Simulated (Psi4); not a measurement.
# One shape, several levels: doublet C4H8O+

Aim: a comparison of 4 runs (U-revPBE/6-31G*, UBLYP/6-31G*, UPBE/6-31G*, UTPSS/6-31G*) of doublet C4H8O+. 

The results are computed with Psi4 1.11.

### Step 1. The system as given

C4H8O+: 13 atoms, total charge +1, spin state doublet. SMILES of the parent species: `CCCC=O`. The coordinates come from a PBE0-D4/def2-TZVP relaxation. This is one conformer, not always the lowest. That shape belongs to the parent species and isn't relaxed for this state.

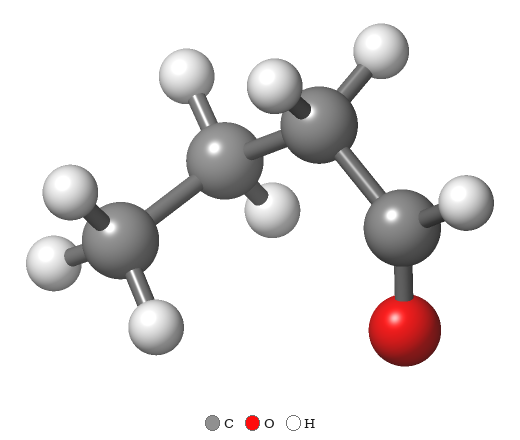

Viewed from a chosen angle; carbon grey, oxygen red, hydrogen white.

### Step 2. Energy and gradient at U-revPBE/6-31G(d) (spherical functions) (run 1)

Contents of c4h8o.in:

```
memory 1600 MB

molecule {
  1 2
  C     -1.358800     0.247600     0.768800
  C      0.157400     0.343500     0.817500
  C      0.841700    -0.545800    -0.204400
  C      0.730100    -0.083300    -1.626300
  O      0.239700     0.954200    -1.979300
  H     -1.817000     0.888100     1.525300
  H     -1.694400    -0.776900     0.955600
  H     -1.740200     0.557700    -0.205500
  H      0.513100     0.070500     1.815300
  H      0.465500     1.378500     0.645000
  H      0.464500    -1.576800    -0.164500
  H      1.919000    -0.637400    -0.005700
  H      1.164600    -0.781200    -2.376600
  symmetry c1
  no_reorient
  no_com
}

set {
  basis 6-31G*
  reference uks
  puream true
  e_convergence 1e-09
  d_convergence 1e-08
  scf_type pk
  dft_radial_points 99
  dft_spherical_points 590
  maxiter 200
}

e_tot, wfn = gradient("revpbe", return_wfn=True)
oeprop(wfn, "MAYER_INDICES", "WIBERG_LOWDIN_INDICES", "LOWDIN_CHARGES")
print_variables()
```

On the command line:

```bash
psi4 -i c4h8o.in -o c4h8o.out -n 1
```

c4h8o.out:

```text
[...]
  Running in c1 symmetry.
[...]
  Nuclear repulsion =  176.442068377015090
[...]
  Multiplicity = 2
[...]
  Nalpha       = 20
  Nbeta        = 19
[...]
    Number of basis functions: 86
[...]
   @UKS iter   1:  -231.68902161405447    8.27335e-02   9.19812e-03 ADIIS/DIIS
[...]
   @UKS iter  17:  -232.03871077810501   -7.10543e-13   5.12603e-09 DIIS
[...]
   @S^2 Observed:                7.528719800E-01
[...]
    Orbital Energies [Eh]
    ---------------------
    Alpha Occupied:
       1A    -19.124379     2A    -10.271323     3A    -10.159436
       4A    -10.109957     5A    -10.073680     6A     -1.284553
       7A     -0.964909     8A     -0.873414     9A     -0.790025
      10A     -0.735625    11A     -0.710652    12A     -0.665066
      13A     -0.658503    14A     -0.601747    15A     -0.591708
      16A     -0.560276    17A     -0.531614    18A     -0.507577
      19A     -0.496731    20A     -0.488454
    Alpha Virtual:
      21A     -0.324795    22A     -0.132477    23A     -0.111884
      24A     -0.082799    25A     -0.069063    26A     -0.046682
[...]
  @UKS Final Energy:  -232.03871077810501
   => Energetics <=
    Nuclear Repulsion Energy =            176.4420683770150902
    One-Electron Energy =                -653.4980286520299160
    Two-Electron Energy =                 277.8800335348703356
    DFT Exchange-Correlation Energy =     -32.8627840379605018
    Empirical Dispersion Energy =           0.0000000000000000
    VV10 Nonlocal Energy =                  0.0000000000000000
    Total Energy =                       -232.0387107781050133
[...]
 Multipole Moments:
 ------------------------------------------------------------------------------------
     Multipole            Electronic (a.u.)      Nuclear  (a.u.)        Total (a.u.)
 ------------------------------------------------------------------------------------
 L = 1.  Multiply by 2.5417464519 to convert [e a0] to [Debye]
 Dipole X            :         -5.4990548            6.4536037            0.9545488
 Dipole Y            :        -12.8756814           12.3363211           -0.5393603
 Dipole Z            :         27.4811715          -28.5573522           -1.0761807
 Magnitude           :                                                    1.5363066
[...]
  -Total Gradient:
     Atom            X                  Y                   Z
    ------   -----------------  -----------------  -----------------
       1       -0.008977927680     0.009677554521    -0.014723185283
       2        0.014549763407    -0.013046025321     0.018862630320
       3       -0.003946961406     0.010178694594    -0.029324215875
       4       -0.004497046159     0.004921687974     0.001047918087
       5        0.009397661681    -0.014357101991     0.013756978367
       6        0.005103269239    -0.007900477062    -0.002634314063
       7        0.003676094412     0.006184798160     0.000732396508
       8        0.006971743104    -0.007759531085     0.012025594436
       9       -0.007099253240     0.008233588576    -0.010369008823
      10       -0.004118537197    -0.007356435254    -0.004635078059
      11        0.001802136471     0.008190438113     0.004836956631
      12       -0.010130067485     0.000498919576     0.004241121017
[...]
```

It took 38 s on 1 thread of AMD EPYC 9R45 (Zen 5), shared host; peak memory 0.88 GiB.

### Step 3. A single-point energy at UBLYP/6-31G(d) (spherical functions) (run 2)

Contents of input.in:

```
memory 1600 mb

molecule {
  1 2
  C
  C 1 1.52001
  C 2 1.517696 1 113.02975
  C 3 1.499387 2 115.10158 1 72.46232
  O 4 1.200628 3 125.15353 2 5.65247
  H 1 1.092007 2 111.05976 3 179.18224
  H 1 1.094131 6 107.5917 2 121.75519
  H 1 1.091278 6 107.76916 7 116.39433
  H 2 1.093918 3 108.7428 4 -165.40542
  H 2 1.093575 9 106.76603 3 -117.16881
  H 3 1.098559 4 107.36013 5 130.7725
  H 3 1.099294 11 104.57945 4 -111.94206
  H 4 1.113016 5 120.20493 3 -178.8833
  units angstrom
  symmetry c1
}

set {
  basis                6-31G*
  reference            uks
  puream               true
  e_convergence        1e-09
  d_convergence        1e-08
  scf_type             pk
  dft_radial_points    99
  dft_spherical_points 590
  maxiter              200
}

result, w = energy("blyp", return_wfn=True)
```

On the command line:

```bash
psi4 -i input.in -o input.out -n 1
```

input.out:

```text
[...]
  Running in c1 symmetry.
[...]
  Nuclear repulsion =  176.442060051352883
[...]
  Multiplicity = 2
[...]
  Nalpha       = 20
  Nbeta        = 19
[...]
    Number of basis functions: 86
[...]
   @UKS iter   1:  -231.58811715320462    1.19495e-01   1.00089e-02 DIIS/ADIIS
[...]
   @UKS iter  17:  -232.00190145726680   -1.10845e-12   3.52523e-09 DIIS
[...]
   @S^2 Observed:                7.528128930E-01
[...]
    Orbital Energies [Eh]
    ---------------------
    Alpha Occupied:
       1A    -19.139727     2A    -10.289386     3A    -10.174135
       4A    -10.124493     5A    -10.090014     6A     -1.274096
       7A     -0.955184     8A     -0.864891     9A     -0.783214
      10A     -0.729642    11A     -0.704722    12A     -0.660292
      13A     -0.653502    14A     -0.597058    15A     -0.587019
      16A     -0.556055    17A     -0.528066    18A     -0.503554
      19A     -0.494009    20A     -0.485883
    Alpha Virtual:
      21A     -0.322136    22A     -0.134920    23A     -0.115116
      24A     -0.084316    25A     -0.071907    26A     -0.048897
[...]
  @UKS Final Energy:  -232.00190145726680
   => Energetics <=
    Nuclear Repulsion Energy =            176.4420600513528825
    One-Electron Energy =                -653.5381784210584328
    Two-Electron Energy =                 277.9319865897266482
    DFT Exchange-Correlation Energy =     -32.8377696772878878
    Empirical Dispersion Energy =           0.0000000000000000
    VV10 Nonlocal Energy =                  0.0000000000000000
    Total Energy =                       -232.0019014572667970
[...]
 Multipole Moments:
 ------------------------------------------------------------------------------------
     Multipole            Electronic (a.u.)      Nuclear  (a.u.)        Total (a.u.)
 ------------------------------------------------------------------------------------
 L = 1.  Multiply by 2.5417464519 to convert [e a0] to [Debye]
 Dipole X            :          4.7056357           -5.2597369           -0.5541012
 Dipole Y            :         -3.4399564            2.6274956           -0.8124608
 Dipole Z            :          2.1157198           -1.4304560            0.6852638
 Magnitude           :                                                    1.1986272
[...]
```

Wall time 32 s (1 thread of AMD EPYC 9R45 (Zen 5), shared host); peak memory 0.88 GiB.

Run 3 isn't shown in full; the table further down has it.

### Step 4. Energy and forces at UTPSS/6-31G(d) (spherical functions) (run 4)

Contents of calc.inp:

```
memory 1600 MB

molecule {
  1 2
  C     -1.358800     0.247600     0.768800
  C      0.157400     0.343500     0.817500
  C      0.841700    -0.545800    -0.204400
  C      0.730100    -0.083300    -1.626300
  O      0.239700     0.954200    -1.979300
  H     -1.817000     0.888100     1.525300
  H     -1.694400    -0.776900     0.955600
  H     -1.740200     0.557700    -0.205500
  H      0.513100     0.070500     1.815300
  H      0.465500     1.378500     0.645000
  H      0.464500    -1.576800    -0.164500
  H      1.919000    -0.637400    -0.005700
  H      1.164600    -0.781200    -2.376600
  symmetry c1
}

set basis 6-31G*
set reference uks
set puream true
set e_convergence 1e-09
set d_convergence 1e-08
set scf_type pk
set dft_radial_points 99
set dft_spherical_points 590
set maxiter 200

e = gradient('tpss')
print_variables()
```

On the command line:

```bash
psi4 -i calc.inp -o calc.out -n 1
```

calc.out, shortened:

```text
[...]
  Running in c1 symmetry.
[...]
  Nuclear repulsion =  176.442068377015090
[...]
  Multiplicity = 2
[...]
  Nalpha       = 20
  Nbeta        = 19
[...]
    Number of basis functions: 86
[...]
   @UKS iter   1:  -231.82191827054280    1.88858e-02   8.88285e-03 DIIS/ADIIS
[...]
   @UKS iter  17:  -232.14494396710350   -1.79057e-12   7.26010e-09 DIIS
[...]
   @S^2 Observed:                7.539928572E-01
[...]
  @UKS Final Energy:  -232.14494396710350
   => Energetics <=
    Nuclear Repulsion Energy =            176.4420683770150902
    One-Electron Energy =                -653.4651031098047724
    Two-Electron Energy =                 277.8682851082644447
    DFT Exchange-Correlation Energy =     -32.9901943425782349
    Empirical Dispersion Energy =           0.0000000000000000
    VV10 Nonlocal Energy =                  0.0000000000000000
    Total Energy =                       -232.1449439671035009
[...]
 Multipole Moments:
[...]
  -Total Gradient:
     Atom            X                  Y                   Z
    ------   -----------------  -----------------  -----------------
       1       -0.004454620830     0.009826150122    -0.012421418820
       2        0.011994246565    -0.016330965134     0.014065229112
       3       -0.005554490008     0.013413077177    -0.030442712124
       4       -0.004172481863     0.004277814128     0.003962606193
       5        0.007019083277    -0.009467459910     0.010925422912
       6        0.002897204227    -0.005248180349    -0.000218943606
       7        0.001867631463     0.002526971494     0.000805045331
       8        0.004735958866    -0.006606241035     0.008577770723
       9       -0.005476582298     0.007857937811    -0.005681240398
      10       -0.002726568221    -0.003465097583    -0.003936699481
      11        0.000911484699     0.004269992232     0.005279886092
      12       -0.006344286169    -0.000376588692     0.005434021439
[...]
```

It took 1.7 min on 1 thread of AMD EPYC 9R45 (Zen 5), shared host; peak memory 1 GiB.

### Step 5. Overview of the runs

```
run                                  level      task               properties  energy (Eh)  HOMO energy (eV)  LUMO energy (eV)   ⟨S²⟩  wall time
  1  U-revPBE/6-31G* (spherical functions)  gradient  (mayer, wiberg, lowdin)  -232.038711            -13.26            -12.70  0.753       38 s
  2     UBLYP/6-31G* (spherical functions)    energy                        –  -232.001901            -13.18            -12.64  0.753       32 s
  3      UPBE/6-31G* (spherical functions)    energy                        –  -231.806626            -13.28            -12.74  0.753       34 s
  4     UTPSS/6-31G* (spherical functions)  gradient                        –  -232.144944            -13.43            -12.74  0.754    1.7 min
```

### Step 6. What came out

| quantity | value |
| --- | --- |
| run 4: total energy | -232.14494 Eh |
| run 4: HOMO energy (highest over α and β) | -13.43 eV |
| run 4: LUMO energy (lowest over α and β) | -12.74 eV |
| run 4: ⟨S²⟩ | 0.754 |
| run 4: largest force on an atom | 1.734 eV/Å |

Totals of different functionals can't be ranked against each other. All runs together took 3.4 min, the longest 1.7 min.
